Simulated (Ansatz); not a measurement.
## Molecular dynamics, with input and output: BSiH6F (part 3 of 3)

BSiH6F; RKS B3LYP-D4/def2-TZVP (Ansatz 0.2.0). It belongs to a series of runs on one base structure; here: dynamics from the highest image of the converged band.

Geometry of the input (Å):
```
B  -0.1228  -0.2757  0.1196
F  0.3098  0.6250  1.4721
H  0.6897  -0.0701  -0.7208
H  -1.2816  -0.1015  -0.0688
Si 0.1300  -2.2954  0.7821
H  -0.3024  -2.8300  -0.5316
H  1.5082  -2.7574  1.0704
H  -0.7812  -2.7948  1.8388
H  0.3346  -0.4846  1.4957
```

## Output, continued
```
md step   192: t =    96.00 fs  T =   444.9 K  F+E_penalty+E_count = -11369.73686971 eV  E_kin = 0.402548 eV  conserved = -11369.33432124 eV  (30 SCF iters, 3 dispersion substeps)
md step   193: t =    96.50 fs  T =   444.7 K  F+E_penalty+E_count = -11369.73662960 eV  E_kin = 0.402329 eV  conserved = -11369.33430100 eV  (28 SCF iters, 3 dispersion substeps)
md step   194: t =    97.00 fs  T =   466.1 K  F+E_penalty+E_count = -11369.75639806 eV  E_kin = 0.421749 eV  conserved = -11369.33464920 eV  (31 SCF iters, 3 dispersion substeps)
md step   195: t =    97.50 fs  T =   503.4 K  F+E_penalty+E_count = -11369.79074582 eV  E_kin = 0.455519 eV  conserved = -11369.33522668 eV  (28 SCF iters, 3 dispersion substeps)
md step   196: t =    98.00 fs  T =   546.6 K  F+E_penalty+E_count = -11369.83042521 eV  E_kin = 0.494575 eV  conserved = -11369.33585000 eV  (28 SCF iters, 3 dispersion substeps)
md step   197: t =    98.50 fs  T =   584.4 K  F+E_penalty+E_count = -11369.86518163 eV  E_kin = 0.528817 eV  conserved = -11369.33636477 eV  (28 SCF iters, 3 dispersion substeps)
md step   198: t =    99.00 fs  T =   607.4 K  F+E_penalty+E_count = -11369.88628743 eV  E_kin = 0.549632 eV  conserved = -11369.33665520 eV  (30 SCF iters, 3 dispersion substeps)
md step   199: t =    99.50 fs  T =   610.0 K  F+E_penalty+E_count = -11369.88854231 eV  E_kin = 0.551910 eV  conserved = -11369.33663227 eV  (30 SCF iters, 3 dispersion substeps)
these checks for a lower state are left out or cut short: starts, cluster_reference, orbital_swaps, neighbouring_geometries, increment
850 factors; their error is unknown
mean field -11369.70559031 eV, -417.8289737807 hartree, gradient 8.2e-6 eV, S^2 0.000000; 0 other end points of the search recorded, 0 dependent functions left out
the calculation of the forces begins
reference -11369.70586387 eV, -417.8289838337 hartree; 17, 17 occupied and 118, 118 virtual orbitals, 850 factors
850 factors; their error is unknown
mean field -11369.70559031 eV, -417.8289737807 hartree, gradient 5.4e-5 eV, S^2 0.000000; 1 other end points of the search recorded, 0 dependent functions left out
the calculation of the forces begins
reference -11369.70586387 eV, -417.8289838337 hartree; 17, 17 occupied and 118, 118 virtual orbitals, 850 factors
md step   200: t =   100.00 fs  T =   591.8 K  F+E_penalty+E_count = -11369.87177571 eV  E_kin = 0.535515 eV  conserved = -11369.33626062 eV  (26 SCF iters, 3 dispersion substeps)
```

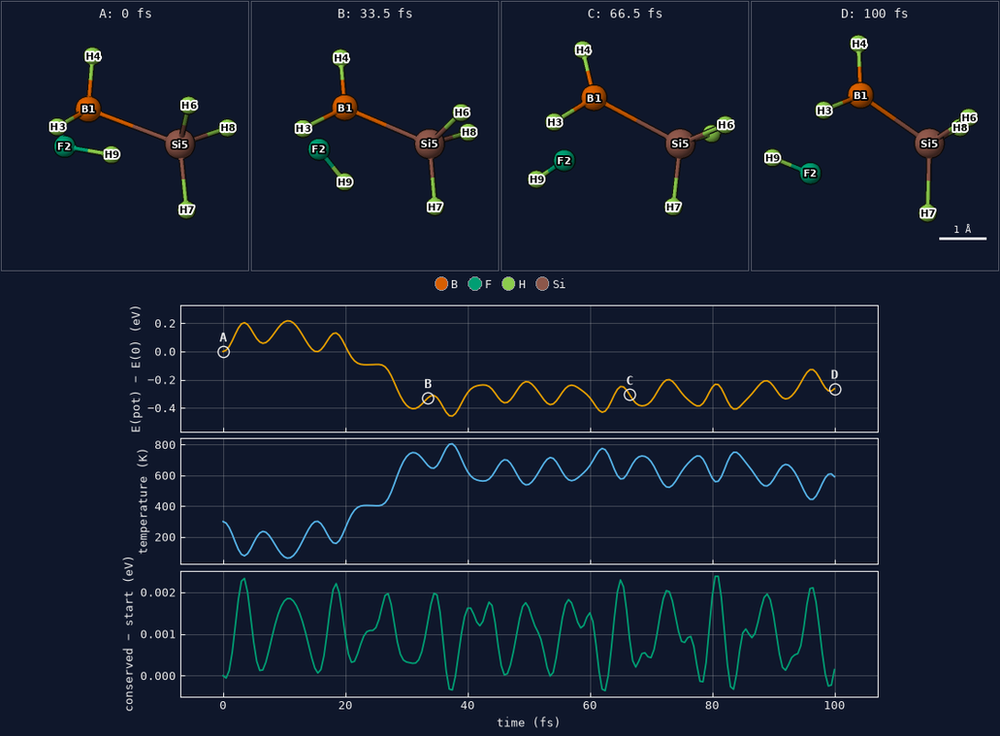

Fig. 1: Frames of the molecular dynamics (ball-and-stick, seen at a tilt) above the curves, on which the letters mark them. The trajectory kept here has 201 frames over 100 fs. The temperature starts at 300 K, ranges from 62 to 806 K and averages 628 K over the second half. The potential energy ends 0.264 eV below its first value. The conserved quantity stays within 0.0027 eV. After an unweighted best fit of the last frame on the first, the root-mean-square displacement is 0.94 Å, and H9 has moved furthest (2.00 Å).

```
Total energy: -11369.87204926 eV, -417.8350910343 hartree
Atom 0 at    -0.329355    -1.041395    -0.708763 Å, force    -0.595960     1.353561    -1.113127 eV/Å
Atom 1 at     0.525392     1.024444     2.248579 Å, force     0.000686    -0.505398     0.318358 eV/Å
Atom 2 at     0.433202    -0.702089    -1.560686 Å, force    -0.074072     0.033880     0.003171 eV/Å
Atom 3 at    -1.476103    -0.681819    -0.777652 Å, force     0.248990     0.021206    -0.145800 eV/Å
Atom 4 at     0.075020    -2.308214     0.617890 Å, force     0.938527    -1.407675     1.523007 eV/Å
Atom 5 at    -0.316980    -3.467585    -0.258920 Å, force     0.013542    -0.092975     0.077014 eV/Å
Atom 6 at     1.521916    -2.530595     1.041219 Å, force    -0.643418     0.120265    -0.188971 eV/Å
Atom 7 at    -0.814567    -2.332005     1.812739 Å, force     0.120141    -0.003795    -0.107566 eV/Å
Atom 8 at     0.502863     1.716136     1.649652 Å, force    -0.008435     0.480931    -0.366086 eV/Å
Dipole moment:     0.012345     0.395599    -0.189089 e Å
```

## Trajectory as extended XYZ (Å, eV, eV/Å), 11 of the 201 frames kept, from step=0 to step=200
```
9
Properties=species:S:1:pos:R:3:forces:R:3 step=0 time_fs=0.0 energy=-11369.60785 temperature=300.0
B    -0.1228   -0.2757    0.1196   -0.0006   0.0004   0.0007
F     0.3098    0.6250    1.4721   -0.0002  -0.0009  -0.0007
H     0.6897   -0.0701   -0.7208    0.0000  -0.0002  -0.0002
H    -1.2816   -0.1015   -0.0688    0.0001  -0.0001   0.0002
Si    0.1300   -2.2954    0.7821    0.0000   0.0000   0.0001
H    -0.3024   -2.8300   -0.5316    0.0002   0.0000  -0.0003
H     1.5082   -2.7574    1.0704   -0.0001   0.0000   0.0002
H    -0.7812   -2.7948    1.8388   -0.0002   0.0000  -0.0002
H     0.3346   -0.4846    1.4957    0.0008   0.0006   0.0002
9
Properties=species:S:1:pos:R:3:forces:R:3 step=20 time_fs=10.0 energy=-11369.39887 temperature=71.0
B    -0.1219   -0.2649    0.0985    0.5314  -0.0513  -0.0292
F     0.3028    0.5869    1.4633    0.1960   0.0505   0.6822
H     0.7416    0.0630   -0.6834   -0.6096  -0.3289   0.0444
H    -1.2908   -0.0952    0.0042   -0.0428  -0.0080  -0.3493
Si    0.1263   -2.2791    0.7880    1.5382  -0.6884   0.1437
H    -0.3061   -2.8616   -0.5044   -0.0341  -0.0761   0.0175
H     1.6413   -2.7976    1.0711   -1.7411   0.5454  -0.2222
H    -0.7952   -2.7189    1.8833    0.2134  -0.0028  -0.1805
H     0.4024   -0.4788    1.5399   -0.0514   0.5596  -0.1066
9
Properties=species:S:1:pos:R:3:forces:R:3 step=40 time_fs=20.0 energy=-11369.56877 temperature=257.9
B    -0.1219   -0.2861    0.0756    0.0837  -0.8853  -0.9089
F     0.3036    0.5730    1.4843    0.1652   0.6953   0.3773
H     0.6088    0.0688   -0.8184    0.0582  -0.1056   0.5527
H    -1.2655   -0.0734   -0.1446   -0.2199   0.0805   0.3025
Si    0.1335   -2.2676    0.7836   -1.9203   0.6753  -1.2543
H    -0.3401   -2.9579   -0.4468    0.0261  -0.0840   0.0546
H     1.4050   -2.7396    1.0922    1.9495  -0.6213   0.4355
H    -0.7427   -2.6723    1.8970   -0.1893   0.0053   0.2077
H     0.5106   -0.3462    1.7032    0.0469   0.2396   0.2330
9
Properties=species:S:1:pos:R:3:forces:R:3 step=60 time_fs=30.0 energy=-11369.98885 temperature=721.4
B    -0.1420   -0.3814    0.0050   -0.1267  -0.4383   0.1725
F     0.3121    0.5949    1.5251    0.6413  -0.5462   1.0850
H     0.6551    0.0564   -0.7506    0.1161   0.0896  -0.1071
H    -1.2772   -0.0210   -0.0857    0.0899  -0.0390  -0.0334
Si    0.1228   -2.2537    0.7558    0.2238  -0.6077  -0.1916
H    -0.3431   -3.1529   -0.3415    0.0934  -0.0572   0.0997
H     1.5246   -2.7296    1.1724   -0.5638   0.4138  -0.2737
H    -0.7196   -2.5779    1.9489    0.0098   0.1478  -0.0479
H     0.6892   -0.0731    2.1013   -0.4839   1.0372  -0.7036
9
Properties=species:S:1:pos:R:3:forces:R:3 step=80 time_fs=40.0 energy=-11369.89949 temperature=624.1
B    -0.1630   -0.5027   -0.0742   -0.5715   0.6969   0.0723
F     0.3328    0.6283    1.5910    0.8710   0.1400   1.8756
H     0.6905    0.0356   -0.6530    0.3542   0.2154  -0.6048
H    -1.2440    0.0068   -0.0360    0.0577  -0.1534  -0.2679
Si    0.1039   -2.2569    0.7177    1.3687  -1.1891   1.1067
H    -0.2735   -3.3955   -0.1642    0.0142   0.0509  -0.0054
H     1.6311   -2.4942    1.1632   -1.4577   0.2112  -0.4409
H    -0.7070   -2.3713    1.9812    0.1540  -0.0660  -0.2149
H     0.7951    0.4810    2.4237   -0.7905   0.0941  -1.5207
9
Properties=species:S:1:pos:R:3:forces:R:3 step=100 time_fs=50.0 energy=-11369.82447 temperature=541.2
B    -0.1902   -0.5593   -0.1782   -0.5233   0.6066  -0.9080
F     0.3637    0.6779    1.6892    0.0838   0.2701   0.3627
H     0.6774   -0.0190   -0.7903    0.0193  -0.0352   0.0057
H    -1.2612   -0.0268   -0.1987    0.1088  -0.0478   0.0238
Si    0.0983   -2.2896    0.6996   -2.0104  -0.2107  -0.0984
H    -0.2013   -3.5703    0.0075   -0.0951   0.1370  -0.1578
H     1.4232   -2.2738    1.0400    2.6802  -0.3060   0.7602
H    -0.6681   -2.2345    1.9571   -0.1882  -0.2286   0.2524
H     0.7866    0.9684    2.4669   -0.0750  -0.1854  -0.2405
9
Properties=species:S:1:pos:R:3:forces:R:3 step=120 time_fs=60.0 energy=-11369.93569 temperature=664.0
B    -0.2435   -0.5754   -0.3463    0.4334  -0.5543  -0.1211
F     0.3956    0.7398    1.8003   -0.7056  -1.0150  -1.0188
H     0.6785   -0.0963   -0.9720   -0.4506  -0.1343   0.2378
H    -1.3094   -0.0520   -0.3676   -0.0009   0.0706  -0.0129
Si    0.0918   -2.3287    0.7008    1.3815   0.7964   0.4439
H    -0.1930   -3.6320    0.0432   -0.0189   0.1469  -0.1541
H     1.6343   -2.2919    1.0795   -1.3518  -0.2218  -0.2961
H    -0.6697   -2.2982    1.9821    0.0275  -0.0866  -0.0848
H     0.7675    1.3086    2.3918    0.6855   0.9981   1.0061
9
Properties=species:S:1:pos:R:3:forces:R:3 step=140 time_fs=70.0 energy=-11369.96068 temperature=690.4
B    -0.2942   -0.6417   -0.5060    0.8822  -0.4954   0.8035
F     0.4265    0.8040    1.9147   -0.2038  -0.4731  -0.2128
H     0.5995   -0.1573   -1.1554   -0.2186  -0.2941   0.0884
H    -1.3269   -0.0712   -0.5416   -0.3245  -0.1104   0.0026
Si    0.0977   -2.3432    0.7069    0.6717   0.4533  -0.2667
H    -0.2260   -3.5732   -0.0710   -0.0516   0.0579  -0.0620
H     1.5967   -2.5101    1.0894   -1.0052   0.2726  -0.2860
H    -0.6910   -2.4386    1.9749    0.0659   0.1595  -0.2186
H     0.7517    1.5942    2.2483    0.1839   0.4297   0.1517
9
Properties=species:S:1:pos:R:3:forces:R:3 step=160 time_fs=80.0 energy=-11369.86192 temperature=582.9
B    -0.3111   -0.7530   -0.5919    0.1034  -0.5620   0.7550
F     0.4583    0.8708    2.0303    0.3463   1.3251  -0.0698
H     0.4940   -0.3634   -1.3671    0.2477   0.0220  -0.0791
H    -1.3984   -0.2785   -0.6974   -0.0601  -0.0737   0.1285
Si    0.1017   -2.3398    0.6936   -2.6645   0.9131  -1.6873
H    -0.2966   -3.4527   -0.2298    0.0199  -0.0770   0.1091
H     1.4090   -2.5546    1.0326    2.5525  -0.2701   0.6305
H    -0.7334   -2.4577    1.8945   -0.1879   0.0822   0.2093
H     0.7016    1.7913    2.0269   -0.3574  -1.3595   0.0038
9
Properties=species:S:1:pos:R:3:forces:R:3 step=180 time_fs=90.0 energy=-11369.85230 temperature=571.8
B    -0.3095   -0.8998   -0.6325   -0.7558  -0.0728  -0.1380
F     0.4918    0.9447    2.1431    0.1496   1.2245  -0.5782
H     0.4364   -0.6184   -1.4919    0.3410   0.3343  -0.2436
H    -1.4634   -0.5731   -0.7460    0.2998   0.1614   0.0578
Si    0.0828   -2.3186    0.6507    1.5043  -0.4625   0.6735
H    -0.3380   -3.4057   -0.2974    0.0875  -0.1238   0.1223
H     1.6139   -2.5584    1.0610   -1.6033   0.2116  -0.3928
H    -0.8033   -2.3911    1.8407    0.1366  -0.0219  -0.0222
H     0.6076    1.8223    1.7953   -0.1598  -1.2509   0.5213
9
Properties=species:S:1:pos:R:3:forces:R:3 step=200 time_fs=100.0 energy=-11369.87178 temperature=591.8
B    -0.3294   -1.0414   -0.7088   -0.5960   1.3536  -1.1131
F     0.5254    1.0244    2.2486    0.0007  -0.5054   0.3184
H     0.4332   -0.7021   -1.5607   -0.0741   0.0339   0.0032
H    -1.4761   -0.6818   -0.7777    0.2490   0.0212  -0.1458
Si    0.0750   -2.3082    0.6179    0.9385  -1.4077   1.5230
H    -0.3170   -3.4676   -0.2589    0.0135  -0.0930   0.0770
H     1.5219   -2.5306    1.0412   -0.6434   0.1203  -0.1890
H    -0.8146   -2.3320    1.8127    0.1201  -0.0038  -0.1076
H     0.5029    1.7161    1.6497   -0.0084   0.4809  -0.3661
```
